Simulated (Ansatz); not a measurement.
```yaml
atoms:
  - { symbol: F, position_ang: [-1.4511, 0.6777, 0.4855] }
  - { symbol: O, position_ang: [-1.5390, 0.3513, 3.0683] }
  - { symbol: O, position_ang: [-1.4092, -1.9349, 1.4296] }
  - { symbol: Se, position_ang: [0.5781, -1.7524, 1.4659] }
  - { symbol: Si, position_ang: [-1.0942, -0.3488, 1.6693] }
  - { symbol: H, position_ang: [-1.8515, 1.2612, 3.0345] }
```

Geometry: PBE0-D3(BJ)/def2-SVP.

The calculation used Ansatz, isolated molecule in a Gaussian basis; Kohn-Sham density functional theory, functional PBE0.

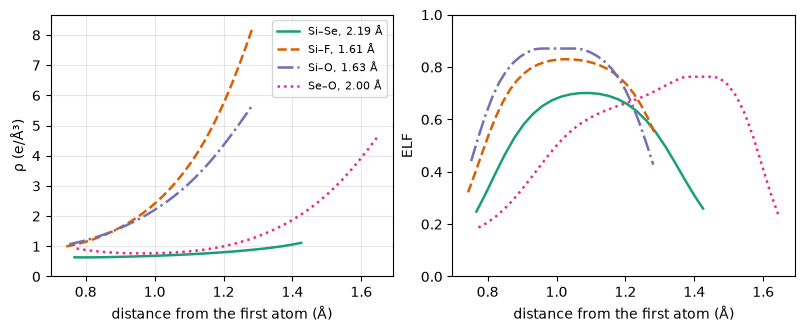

FHO$_{2}$SeSi. Electron density and ELF along straight lines between neighbouring atoms. The curves leave out the atomic cores.

What can be read from the curves?

Answer. Si–Se (2.19 Å): ρ is about 0.73 e/Å³ halfway, with its minimum of 0.63 e/Å³ about 0.8 Å from Si; the ELF peaks at about 0.70 between the atoms.
Si–F (1.61 Å): ρ is about 1.2 e/Å³ halfway; the ELF peaks at about 0.85 in the valence shell of F, 0.6 Å from its nucleus, and is about 0.55 at the midpoint.
Si–O (1.63 Å): the density is about 1.2 e/Å³ at the midpoint; the ELF peaks at about 0.85 between the atoms: a polar covalent bond.
Se–O (2.00 Å): ρ is about 0.77 e/Å³ halfway; the ELF peaks at about 0.75 in the valence shell of O, 0.6 Å from its nucleus, and is about 0.50 at the midpoint.
